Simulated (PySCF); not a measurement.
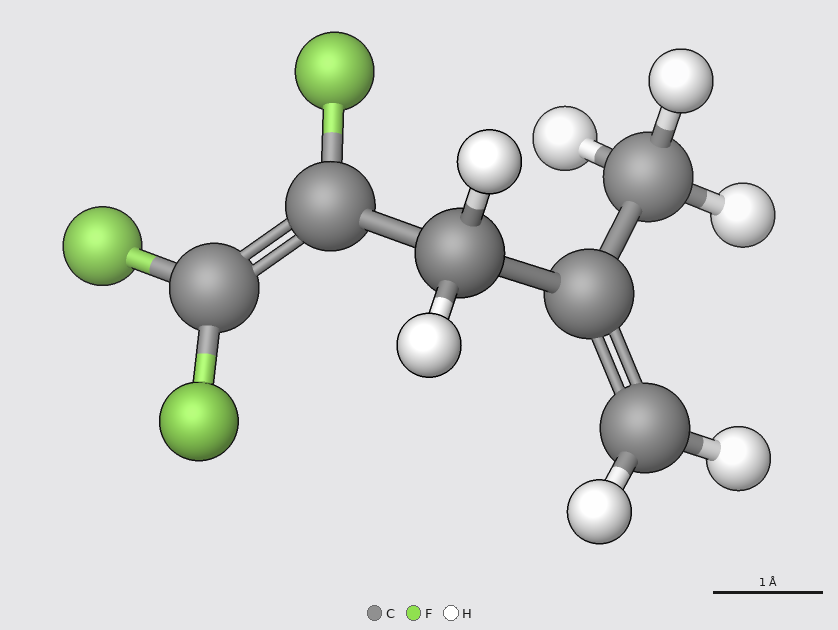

Double and triple bonds are drawn as two and three sticks.

Computed geometry: PBE0-D3(BJ)/def2-SVP optimisation. No frequency run is at hand to confirm it as a minimum.

**Give the formula.**

C6H7F3, 16 atoms: 6 carbon, 7 hydrogen and 3 fluorine.

**Write the SMILES.**

C=C(C)CC(F)=C(F)F

**Count the bonded pairs by element.**

7 C–H, 5 C–C, 3 C–F.

More results for the same structure follow; atom numbers are the same in all pictures, views and colours differ.

**Geometry**

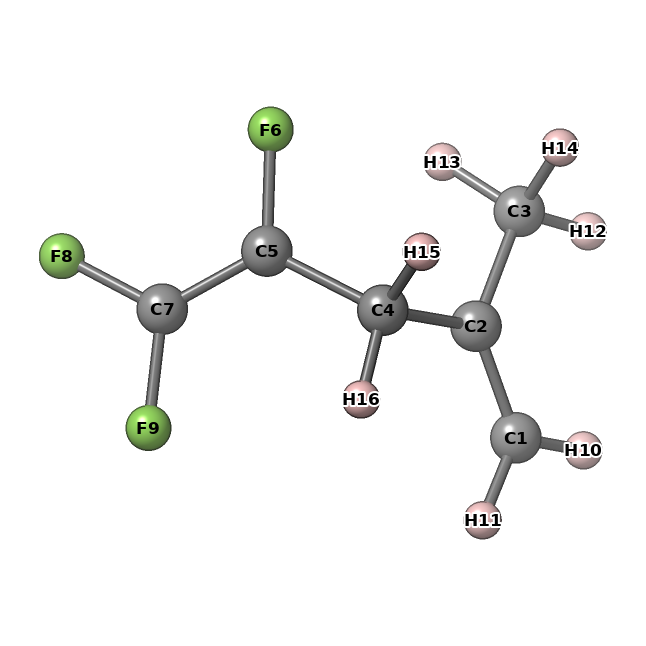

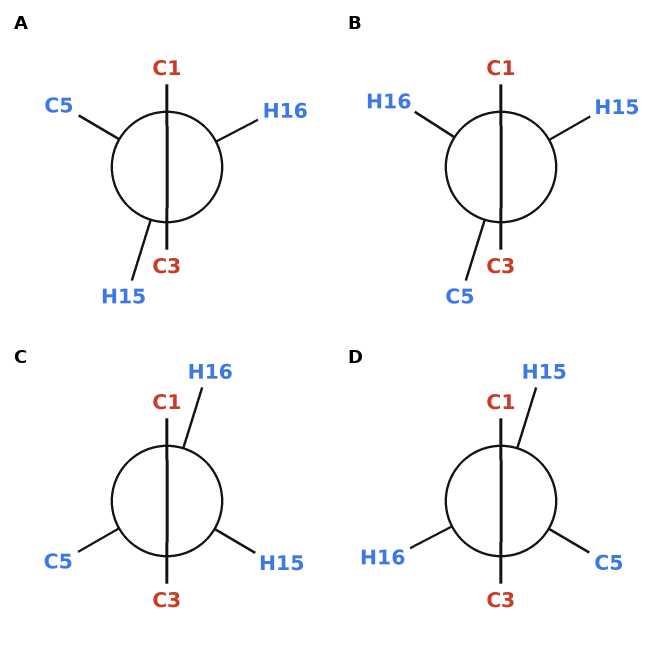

Distant atoms are faded towards the background colour. Bonds that would overlap in a projection are set slightly apart. No frequency run is at hand to confirm it as a minimum.

**Which Newman projection shows the view along C2–C4, with C2 in front?**

C. The torsion angle C3–C2–C4–C5 is 60°, synclinal (gauche).

**Levels of theory compared**

No frequency run is at hand to confirm it as a minimum. Program: PySCF 2.14.0.

Tabulate HOMO–LUMO gap (eV), HOMO energy (eV), dipole (D) at these levels: B3LYP/def2-SVPD; B3LYP/def2-SVPD in dichloromethane (IEF-PCM); B3LYP/def2-SVPD in tetrahydrofuran (IEF-PCM); PBE0/pcSseg-1 in dichloromethane (IEF-PCM); PBE0/pcSseg-1 in tetrahydrofuran (IEF-PCM).

| level | HOMO–LUMO gap (eV) | HOMO energy (eV) | dipole (D) |
| --- | --- | --- | --- |
| B3LYP/def2-SVPD | 6.65 | −7.01 | 1.64 |
| B3LYP/def2-SVPD in dichloromethane (IEF-PCM) | 6.73 | −6.92 | 1.97 |
| B3LYP/def2-SVPD in tetrahydrofuran (IEF-PCM) | 6.72 | −6.92 | 1.96 |
| PBE0/pcSseg-1 in dichloromethane (IEF-PCM) | 7.20 | −7.04 | 1.76 |
| PBE0/pcSseg-1 in tetrahydrofuran (IEF-PCM) | 7.20 | −7.04 | 1.75 |

**Bond orders**

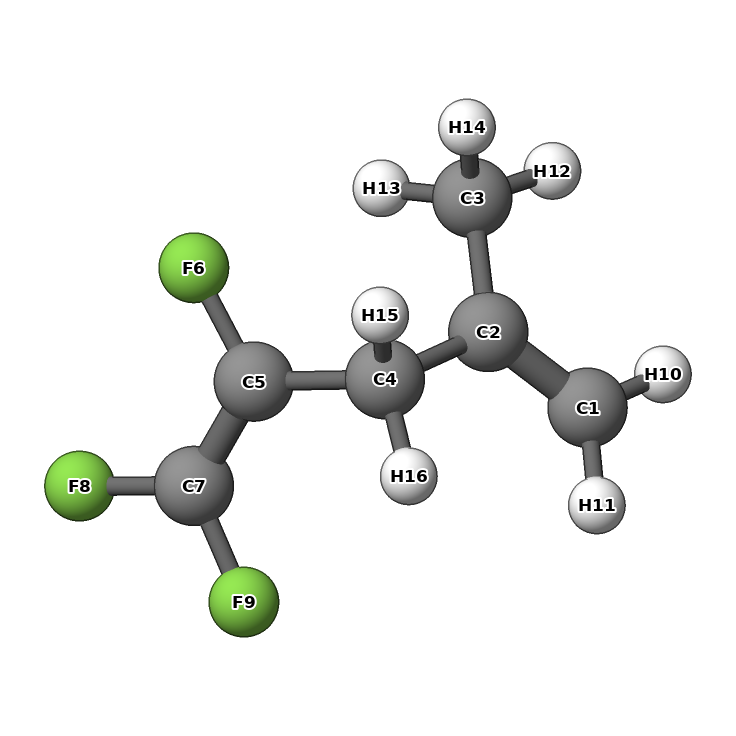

The thickness of each stick grows with its Mayer bond order. No frequency run is at hand to confirm it as a minimum. Level of theory: PBE0/pcSseg-1 in dichloromethane (IEF-PCM) (PySCF 2.14.0).

**Which bond between heavy atoms has the highest Mayer bond order?**

C1–C2, 1.98, at a length of 1.337 Å.

**Which bond between heavy atoms has the lowest Mayer bond order?**

C5–F6, 0.92, at 1.340 Å.

List the Mayer bond orders of C1–C2, C2–C3, C2–C4, C4–C5, C5–F6, C5–C7, C7–F8, C7–F9 (bonds between heavy atoms, one of each equivalent set).

| bond | Mayer order | length (Å) |
| --- | --- | --- |
| C1–C2 | 1.98 | 1.337 |
| C2–C3 | 1.05 | 1.498 |
| C2–C4 | 1.01 | 1.513 |
| C4–C5 | 1.01 | 1.489 |
| C5–F6 | 0.92 | 1.340 |
| C5–C7 | 1.75 | 1.332 |
| C7–F8 | 1.01 | 1.308 |
| C7–F9 | 1.01 | 1.313 |

**Excitation**

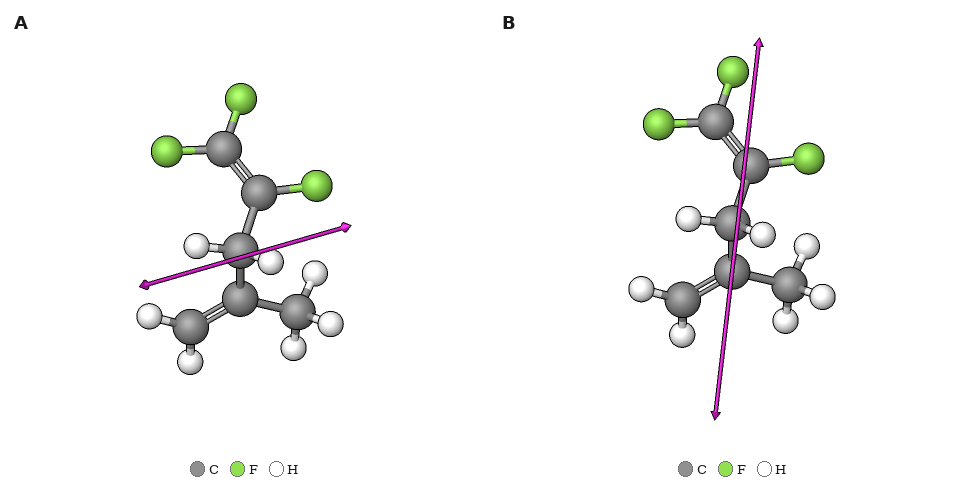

The double arrows show the directions of two transition dipoles from the ground state (lengths mean nothing). No frequency run is at hand to confirm it as a minimum. Properties computed with TDDFT B3LYP/def2-SVPD, vertical, IEF-PCM dichloromethane (non-equilibrium linear response), core orbitals frozen in the response (PySCF 2.14.0).

**One belongs to singlet state 1 and one to singlet state 4. Which is which?**

A: state 4, 6.68 eV (186 nm), oscillator strength 0.021, mainly HOMO−1 → LUMO+1 (weight 0.78).
B: state 1, 5.97 eV (208 nm), oscillator strength 0.066, mainly HOMO → LUMO (weight 0.75).
